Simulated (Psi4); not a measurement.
## PN: excited-state calculation

PN (phosphorous nitride), computed with TDDFT (B97-3)/6-311G**, RKS (Psi4 1.11).

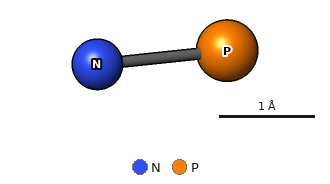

**Figure 1.** The structure (ball-and-stick view, seen at a tilt).

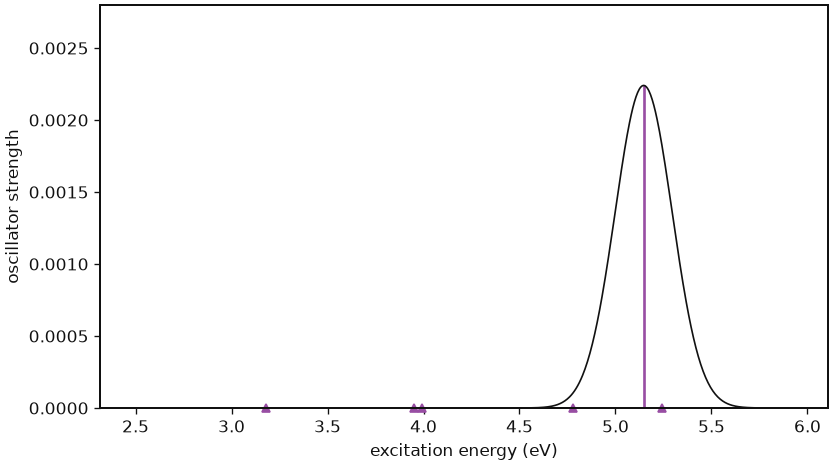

**Figure 2.** Computed excitations as sticks (degenerate states added up, dark ones marked on the axis), with a Gaussian envelope of 0.35 eV full width at half maximum, scaled to the tallest. Of the 8 states the lowest lies at 3.18 eV (f = 0.000); the strongest line is at 5.15 eV, or 241 nm (f = 0.002).

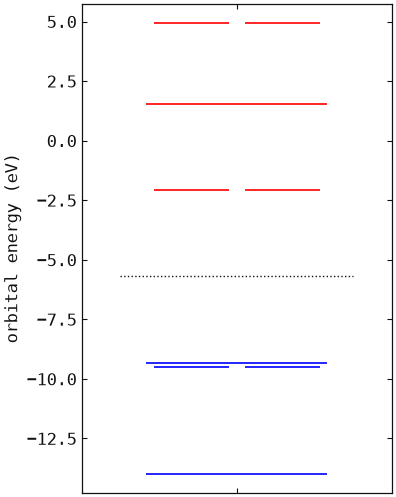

**Figure 3.** Orbital energies near the frontier; the dotted line parts filled from empty levels, and levels within 0.02 eV of each other stand side by side. Highest filled −9.33 eV, lowest empty −2.06 eV, 7.27 eV apart.

The input and output of the run follow.

### Input (job.py)
```python
import psi4
from rdkit import Chem

psi4.set_memory('1600 MB')
psi4.set_num_threads(1)
psi4.core.set_output_file('output.dat', False)

rd = Chem.SDMolSupplier('np.sdf', removeHs=False, sanitize=False)[0]
xyz = rd.GetConformer().GetPositions()
atoms = '\n'.join(f'{a.GetSymbol()} {x:.4f} {y:.4f} {z:.4f}' for a, (x, y, z) in zip(rd.GetAtoms(), xyz))
m = psi4.geometry('0 1\n' + atoms + '\nsymmetry c1')

psi4.set_options(dict(basis='6-311G**', reference='rks', scf_type='df', tdscf_states=8, tdscf_tda=False, tdscf_triplets='also'))

E = psi4.energy("td-b97-3")
print(f'td-b97-3 energy: {E:.10f} Eh')
```

### File np.sdf
```

     RDKit          3D

  2  1  0  0  0  0  0  0  0  0999 V2000
    0.0039    0.0508    0.0114 N   0  0  0  0  0  0  0  0  0  0  0  0
   -0.0081    0.0205    1.5076 P   0  0  0  0  0  0  0  0  0  0  0  0
  2  1  3  0
M  END
$$$$
```

Launched with:
```bash
python job.py
```

### Log
```
=> Loading Basis Set <=

    Name: 6-311G**
    Role: ORBITAL
    Keyword: BASIS

         ---------------------------------------------------------
                                   SCF
                              RKS Reference
                        1 Threads,   1525 MiB Core
         ---------------------------------------------------------

  ==> Geometry <==

    Molecular point group: c1
    Full point group: C_inf_v

    Geometry (in Angstrom), charge = 0, multiplicity = 1:

       Center              X                  Y                   Z               Mass
    ------------   -----------------  -----------------  -----------------  -----------------
         N            0.000000000000     0.000000000000    -1.030617958244    14.003074004430
         P           -0.000000000000    -0.000000000000     0.465936928821    30.973761998420

  Running in c1 symmetry.

  Rotational constants: A = ************  B =      0.78052  C =      0.78052 [cm^-1]
  Rotational constants: A = ************  B =  23399.33204  C =  23399.33204 [MHz]
  Nuclear repulsion =   37.127677441417852

  Charge       = 0
  Multiplicity = 1
  Electrons    = 22
  Nalpha       = 11
  Nbeta        = 11

  ==> Algorithm <==

  SCF Algorithm Type is DF.
  DIIS enabled.
  MOM disabled.
  Fractional occupation disabled.
  Guess Type is SAD.
  Energy threshold   = 1.00e-06
  Density threshold  = 1.00e-06
  Integral threshold = 1.00e-12

  ==> Primary Basis <==

  Basis Set: 6-311G**
    Blend: 6-311G**
    Number of shells: 20
    Number of basis functions: 44
    Number of Cartesian functions: 46
    Spherical Harmonics?: true
    Max angular momentum: 2

  ==> DFT Potential <==

   => LibXC <=

    Version 7.1.2

   => Composite Functional: B97-3 <=

    B97-3 Hyb-GGA Exchange-Correlation Functional

    Deriv               =              1
    GGA                 =           TRUE
    Meta                =          FALSE

    Exchange Hybrid     =           TRUE
    MP2 Hybrid          =          FALSE

   => Exchange-Correlation Functionals <=

    1.0000       Becke 97-3

   => Exact (HF) Exchange <=

    0.2693               HF

   => LibXC Density Thresholds  <==

    XC_HYB_GGA_XC_B97_3:  1.00E-14

   => Molecular Quadrature <=

    Radial Scheme          =       TREUTLER
    Pruning Scheme         =           NONE
    Nuclear Scheme         =       TREUTLER

    Blocking Scheme        =         OCTREE
    BS radius alpha        =              1
    Pruning alpha          =              1
    Radial Points          =             75
    Spherical Points       =            302
    Total Points           =          43343
    Total Blocks           =            409
    Max Points             =            252
    Max Functions          =             44
    Weights Tolerance      =       1.00E-15

   => Loading Basis Set <=

    Name: (6-311G** AUX)
    Role: JKFIT
    Keyword: DF_BASIS_SCF

  ==> Integral Setup <==

  DFHelper Memory: AOs need 0.004 GiB; user supplied 1.071 GiB.
  SCF_SUBTYPE=INCORE selected. In-core MEM_DF algorithm will be used.
  Using in-core AOs.

  ==> MemDFJK: Density-Fitted J/K Matrices <==

    J tasked:                   Yes
    K tasked:                   Yes
    wK tasked:                   No
    Memory [MiB]:              1097
    Algorithm:                 Core
    Schwarz Cutoff:           1E-12
    Mask sparsity (%):       0.0000
    Fitting Condition:        1E-10

   => Auxiliary Basis Set <=

  Basis Set: (6-311G** AUX)
    Blend: CC-PVTZ-JKFIT
    Number of shells: 62
    Number of basis functions: 200
    Number of Cartesian functions: 241
    Spherical Harmonics?: true
    Max angular momentum: 4

  Cached 100.0% of DFT collocation blocks in 0.046 [GiB].

  Minimum eigenvalue in the overlap matrix is 2.1184165702E-02.
  Reciprocal condition number of the overlap matrix is 5.7612059768E-03.
    Using symmetric orthogonalization.

  ==> Pre-Iterations <==

  SCF Guess: Superposition of Atomic Densities via on-the-fly atomic UHF (no occupation information).

   -------------------------
    Irrep   Nso     Nmo
   -------------------------
     A         44      44
   -------------------------
    Total      44      44
   -------------------------

  ==> Iterations <==

                           Total Energy        Delta E     RMS |[F,P]|

   @DF-RKS iter SAD:  -395.48729813911433   -3.95487e+02   0.00000e+00
   @DF-RKS iter   1:  -395.69627417020570   -2.08976e-01   1.93039e-02 DIIS/ADIIS
   @DF-RKS iter   2:  -394.06689776199590    1.62938e+00   3.70172e-02 DIIS/ADIIS
   @DF-RKS iter   3:  -396.01806986115992   -1.95117e+00   3.32495e-03 DIIS/ADIIS
   @DF-RKS iter   4:  -396.02299015167995   -4.92029e-03   1.16414e-03 DIIS/ADIIS
   @DF-RKS iter   5:  -396.02386477536777   -8.74624e-04   5.15515e-04 DIIS/ADIIS
   @DF-RKS iter   6:  -396.02410371767530   -2.38942e-04   1.93593e-04 DIIS/ADIIS
   @DF-RKS iter   7:  -396.02413880653489   -3.50889e-05   4.27196e-06 DIIS
   @DF-RKS iter   8:  -396.02413882415635   -1.76215e-08   1.05262e-06 DIIS
   @DF-RKS iter   9:  -396.02413882482153   -6.65182e-10   6.78405e-07 DIIS
  Energy and wave function converged.

  ==> Post-Iterations <==

   Electrons on quadrature grid:
      Ntotal   =   22.0000000508 ; deviation = 5.076e-08

    Orbital Energies [Eh]
    ---------------------

    Doubly Occupied:

       1A    -77.316592     2A    -14.453270     3A     -6.682916
       4A     -4.808846     5A     -4.808846     6A     -4.805430
       7A     -0.885029     8A     -0.513856     9A     -0.348710
      10A     -0.348710    11A     -0.342917

    Virtual:

      12A     -0.075537    13A     -0.075537    14A      0.056044
      15A      0.181750    16A      0.181750    17A      0.249569
      18A      0.401395    19A      0.592856    20A      0.648940
      21A      0.648940    22A      0.651391    23A      0.651399
      24A      0.740479    25A      0.740479    26A      0.966777
      27A      1.156701    28A      1.453372    29A      1.453372
      30A      1.516537    31A      1.982535    32A      1.982535
      33A      2.204362    34A      2.204362    35A      2.668441
      36A      3.708452    37A      3.708452    38A      4.058783
      39A      6.759907    40A     13.821445    41A     13.821445
      42A     14.099820    43A     35.355503    44A    163.131076

    Final Occupation by Irrep:
              A
    DOCC [    11 ]
    NA   [    11 ]
    NB   [    11 ]

  @DF-RKS Final Energy:  -396.02413882482153

   => Energetics <=

    Nuclear Repulsion Energy =             37.1276774414178519
    One-Electron Energy =                -619.8151586247937530
    Two-Electron Energy =                 208.8243920806236815
    DFT Exchange-Correlation Energy =     -22.1610497220693503
    Empirical Dispersion Energy =           0.0000000000000000
    VV10 Nonlocal Energy =                  0.0000000000000000
    Total Energy =                       -396.0241388248215344

Computation Completed

Properties will be evaluated at   0.000000,   0.000000,   0.000000 [a0]

Properties computed using the SCF density matrix

 Multipole Moments:

 ------------------------------------------------------------------------------------
     Multipole            Electronic (a.u.)      Nuclear  (a.u.)        Total (a.u.)
 ------------------------------------------------------------------------------------

 L = 1.  Multiply by 2.5417464519 to convert [e a0] to [Debye]
 Dipole X            :          0.0000000            0.0000000            0.0000000
 Dipole Y            :         -0.0000000            0.0000000           -0.0000000
 Dipole Z            :          1.5005898           -0.4257020            1.0748878
 Magnitude           :                                                    1.0748878

 ------------------------------------------------------------------------------------

	total time  =          1 seconds =       0.02 minutes

******************************************************************************************
**********                               WARNING                                **********
**********       The names of excited state variables changed between 1.5       **********
**********     and 1.6. For a quick solution, remove the symmetry specifier     **********
**********   from the variable name. For full details, see 'Notes on Psivars'   **********
**********                        in the documentation.                         **********
******************************************************************************************

         ---------------------------------------------------------
                         TDSCF excitation energies
         ---------------------------------------------------------

  ==> Options <==

     Residual threshold  : 1.0000e-04
     Initial guess       : denominators
     Reference           : RHF
     Solver type         : RPA (Hamiltonian)

  ==> Requested Excitations <==

      4 singlet states with A symmetry

  ==> Seeking the lowest 4 singlet states with A symmetry

                        Generalized Hamiltonian Solver

  ==> Options <==

    Max number of iterations        = 60
    Eigenvector tolerance           = 1.0000e-04
    Max number of expansion vectors = 800

  => Iterations <=
                              Max[D[value]]     Max[|R|]   # vectors
  HamiltonianSolver iter   1:   1.95126e-01  1.77947e-01     16
  HamiltonianSolver iter   2:   4.06562e-03  2.41559e-02     24
  HamiltonianSolver iter   3:   6.07394e-05  2.95958e-03     32
  HamiltonianSolver iter   4:   8.87738e-07  5.27189e-04     40
  HamiltonianSolver iter   5:   1.63391e-08  8.07749e-05     42      Converged

  ==> Requested Excitations <==

      4 triplet states with A symmetry

  ==> Seeking the lowest 4 triplet states with A symmetry

                        Generalized Hamiltonian Solver

  ==> Options <==

    Max number of iterations        = 60
    Eigenvector tolerance           = 1.0000e-04
    Max number of expansion vectors = 800

  => Iterations <=
                              Max[D[value]]     Max[|R|]   # vectors
  HamiltonianSolver iter   1:   1.52139e-01  1.38157e-01     16
  HamiltonianSolver iter   2:   8.52739e-03  2.52004e-02     24
  HamiltonianSolver iter   3:   1.05507e-04  2.45946e-03     32
  HamiltonianSolver iter   4:   1.05533e-06  2.29528e-04     40
  HamiltonianSolver iter   5:   5.76685e-09  2.15394e-05     46      Converged

******************************************************************************************
**********                               WARNING                                **********
**********  Length-gauge rotatory strengths are **NOT** gauge-origin invariant  **********
******************************************************************************************

                                    Excitation Energy         Total Energy        Oscillator Strength             Rotatory Strength
     #   Sym: GS->ES (Trans)        au              eV              au          au (length)    au (velocity)    au (length)    au (velocity)
    ---- -------------------- --------------- --------------- --------------- --------------- --------------- --------------- ---------------
     1        A->A (3 A)       0.11692         3.18153        -395.90722       0.0000          0.0000          0.0000         -0.0000
     2        A->A (3 A)       0.14509         3.94821        -395.87904       0.0000          0.0000          0.0000         -0.0000
     3        A->A (3 A)       0.14509         3.94822        -395.87904       0.0000          0.0000          0.0000         -0.0000
     4        A->A (3 A)       0.14681         3.99477        -395.87733       0.0000          0.0000          0.0000         -0.0000
     5        A->A (1 A)       0.17567         4.78011        -395.84847       0.0000          0.0000          0.0000          0.0000
     6        A->A (1 A)       0.18914         5.14668        -395.83500       0.0022          0.0000         -0.0000         -0.0000
     7        A->A (1 A)       0.19260         5.24096        -395.83154       0.0000          0.0000         -0.0000          0.0000
     8        A->A (1 A)       0.19260         5.24097        -395.83154       0.0000          0.0000         -0.0000          0.0000

Contributing excitations and de-excitations
Only contributions with abs(coeff) > 1.00e-01 will be printed:

Excited State    1 (3 A):   0.11692 au   389.70 nm f = 0.0000
  Sums of squares: Xssq =  1.075416e+00; Yssq =  7.541564e-02; Xssq - Yssq =  1.000000e+00
      9a  ->  13a     0.724437 (52.481%)
     10a  ->  12a    -0.724437 (52.481%)
      9a  <-  13a     0.185676 ( 3.448%)
     10a  <-  12a    -0.185676 ( 3.448%)

Excited State    2 (3 A):   0.14509 au   314.03 nm f = 0.0000
  Sums of squares: Xssq =  1.027592e+00; Yssq =  2.759201e-02; Xssq - Yssq =  1.000000e+00
      9a  ->  12a    -0.713307 (50.881%)
     10a  ->  13a     0.713307 (50.881%)
      9a  <-  12a    -0.112283 ( 1.261%)
     10a  <-  13a     0.112283 ( 1.261%)

Excited State    3 (3 A):   0.14509 au   314.03 nm f = 0.0000
  Sums of squares: Xssq =  1.027592e+00; Yssq =  2.759170e-02; Xssq - Yssq =  1.000000e+00
      9a  ->  13a    -0.713307 (50.881%)
     10a  ->  12a    -0.713307 (50.881%)
      9a  <-  13a    -0.112282 ( 1.261%)
     10a  <-  12a    -0.112282 ( 1.261%)

Excited State    4 (3 A):   0.14681 au   310.37 nm f = 0.0000
  Sums of squares: Xssq =  1.007387e+00; Yssq =  7.387453e-03; Xssq - Yssq =  1.000000e+00
     11a  ->  12a    -0.999217 (99.843%)

Excited State    5 (1 A):   0.17567 au   259.38 nm f = 0.0000
  Sums of squares: Xssq =  1.004763e+00; Yssq =  4.763165e-03; Xssq - Yssq =  1.000000e+00
      9a  ->  12a     0.704850 (49.681%)
     10a  ->  13a     0.704850 (49.681%)

Excited State    6 (1 A):   0.18914 au   240.90 nm f = 0.0022
  Sums of squares: Xssq =  1.005314e+00; Yssq =  5.314122e-03; Xssq - Yssq =  1.000000e+00
     11a  ->  12a     0.998235 (99.647%)

Excited State    7 (1 A):   0.19260 au   236.57 nm f = 0.0000
  Sums of squares: Xssq =  1.000409e+00; Yssq =  4.092947e-04; Xssq - Yssq =  1.000000e+00
      9a  ->  12a    -0.706473 (49.910%)
     10a  ->  13a     0.706472 (49.910%)

Excited State    8 (1 A):   0.19260 au   236.57 nm f = 0.0000
  Sums of squares: Xssq =  1.000409e+00; Yssq =  4.092371e-04; Xssq - Yssq =  1.000000e+00
      9a  ->  13a     0.706472 (49.910%)
     10a  ->  12a     0.706472 (49.910%)

******************************************************************************************
**********                               WARNING                                **********
**********       The names of excited state variables changed between 1.5       **********
**********     and 1.6. For a quick solution, remove the symmetry specifier     **********
**********   from the variable name. For full details, see 'Notes on Psivars'   **********
**********                        in the documentation.                         **********
******************************************************************************************
```

### Standard output
```
td-b97-3 energy: -396.0241388248 Eh
```

### Key numbers

| quantity | value |
| --- | --- |
| outcome | converged |
| total energy | −396.024139 hartree |
| basis functions | 44 |
| HOMO | −9.33 eV |
| LUMO | −2.06 eV |
| dipole moment | 2.73 D |
| lowest singlet excitation | 3.18 eV |
| hardware | 1 thread of Intel Xeon (Granite Rapids), 64 GiB of memory available, shared host |
| wall time | 6.3 s |
| peak memory | 0.28 GiB |
